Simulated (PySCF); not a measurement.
# BCl (SMILES [B]Cl): SVWN5/STO-6G

Aim: the vertical ionisation energy of BCl at SVWN5/STO-6G, from 2 runs. 

The results are computed with PySCF 2.14.0.

12 further runs of the same task are left out: 2 that didn't finish, 10 set aside as unsound or not needed.

### 1 The structure to begin with

BCl: 2 atoms, total charge 0, spin state singlet. SMILES: `[B]Cl`. The coordinates come from a GFN2-xTB relaxation.

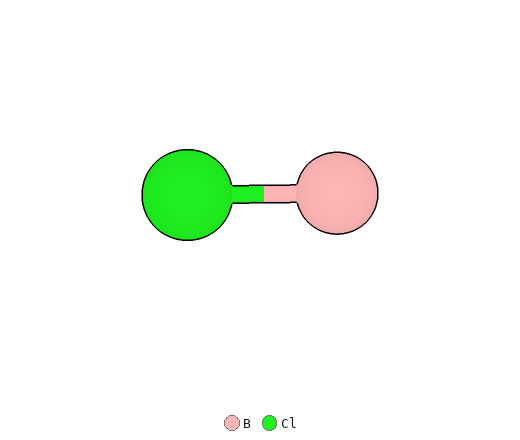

Viewed from a chosen angle; boron pink, chlorine green.

### 2 A single-point energy at SVWN5/STO-6G

Contents of calc.py:

```python
from pyscf import gto, dft

molecule = gto.M(
    atom=[
    ('B', (0.000000, 0.000000, 0.000000)),
    ('Cl', (0.000000, 0.000000, 1.578530)),
],
    verbose=3,
    charge=0,
    max_memory=1860,
    basis='sto-6g',
)

mf = dft.RKS(molecule, xc='svwn')
mf.grids.level = 5
mf.conv_tol = 1e-10
mf.kernel()
if not mf.converged:
    mf = mf.newton().run(mf.mo_coeff, mf.mo_occ)

etot = mf.e_tot
print('E(%s) = %.9f' % ('SVWN5', etot))
```

Launch:

```
$ OMP_NUM_THREADS=1 python calc.py
```

Log:

```text
converged SCF energy = -481.425883271958
E(SVWN5) = -481.425883272
```

Wall time 1.2 s (1 thread of Arm Neoverse V1, shared host); peak memory 0.13 GiB.

### 3 The doublet cation at the same level

Contents of job.py:

```python
from pyscf import gto, dft

mol = gto.M(
    atom=[
    ('B', (0.000000, 0.000000, 0.000000)),
    ('Cl', (0.000000, 0.000000, 1.578530)),
],
    spin=1,
    charge=1,
    basis='sto-6g',
    verbose=3,
    max_memory=1860,
)

calc0 = dft.UKS(mol, xc='svwn')
calc0.grids.level = 5
calc0.conv_tol = 1e-10
calc0.kernel()
if not calc0.converged:
    calc0 = calc0.newton().run(calc0.mo_coeff, calc0.mo_occ)

e_final = calc0.e_tot
print('E(%s) = %.9f' % ('SVWN5', e_final))
```

Launch:

```
$ OMP_NUM_THREADS=1 python job.py
```

Log:

```text
converged SCF energy = -481.142097655064  <S^2> = 0.76205271  2S+1 = 2.0120166
E(SVWN5) = -481.142097655
```

It took 1.6 s on 1 thread of Arm Neoverse V1, shared host; peak memory 0.13 GiB.

### 4 Results

Level: SVWN5/STO-6G.

| quantity | value |
| --- | --- |
| singlet BCl: total energy | -481.42588 Eh |
| singlet BCl: dipole moment | 1.09 D |
| singlet BCl: HOMO energy | -2.40 eV |
| singlet BCl: LUMO energy | 0.57 eV |
| singlet BCl: HOMO–LUMO gap | 2.97 eV |
| doublet cation: total energy | -481.14210 Eh |
| doublet cation: HOMO energy (highest over α and β) | -15.57 eV |
| doublet cation: LUMO energy (lowest over α and β) | -12.50 eV |
| doublet cation: ⟨S²⟩ | 0.762 |
| vertical ionisation energy (to the doublet cation) | 7.722 eV |

What this shows: Removing an electron at fixed nuclei costs 7.72 eV (745 kJ/mol). The negative HOMO energy of the first species, 2.40 eV, lies 5.32 eV below that difference. In a minimal basis such a difference can be off by several eV, whatever the method.
